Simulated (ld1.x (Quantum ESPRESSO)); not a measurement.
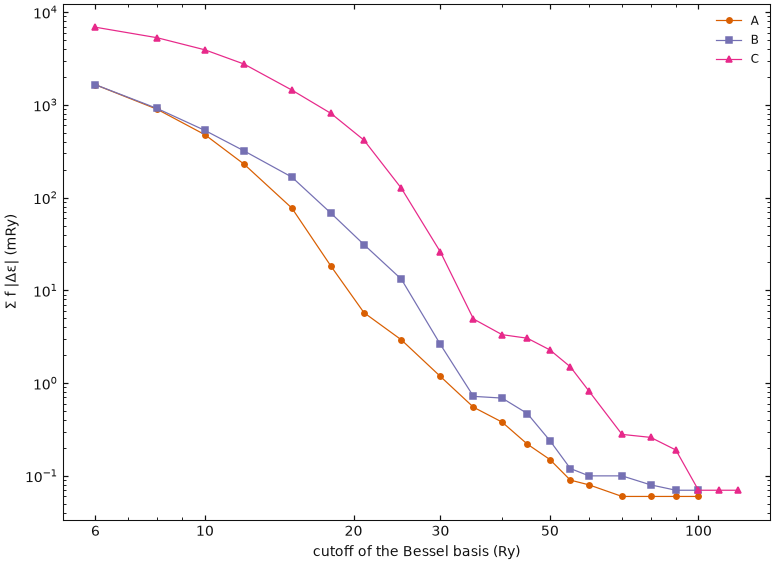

The occupation-weighted error of the valence levels in a spherical-Bessel basis for 3 variants of one potential.

Base settings:

Ld1.x (Quantum ESPRESSO) 7.5 input:

```
 &input
   title='Sc', zed=21., rel=1, dft='PBE', iswitch=3,
   config='[Ar] 3d1 4s2 4p0'
 /
 &inputp
   pseudotype=3, lpaw=.true., tm=.true., lloc=-1, rcloc=2.90,
   nlcc=.true., new_core_ps=.true., rcore=1.35,
   which_augfun='PSQ', rmatch_augfun_nc=.true.
 /
6
4S  1  0   2.00   0.00  2.80  3.25  0.0
4S  1  0   0.00   0.20  2.80  3.25  0.0
3P  2  1   6.00   0.00  1.75  2.10  0.0
4P  3  1   0.00   0.00  1.75  2.10  0.0
3D  3  2   1.00   0.00  1.50  1.80  0.0
3D  3  2   0.00   0.10  1.50  1.80  0.0
 &test
   configts(1)='3p6 3d1 4s2 4p0'
 /
```

Match the curves to these variants:
1. base
2. waves 3d (bound): rcut 1.50, rcutus 2.04 bohr; 3d channel at 0.1 Ry: rcut 1.50, rcutus 2.04 bohr
3. waves 3p (bound): rcut 1.42, rcutus 1.50 bohr; 4p (bound, empty): rcut 1.42, rcutus 1.50 bohr

A = 2, B = 1, C = 3.
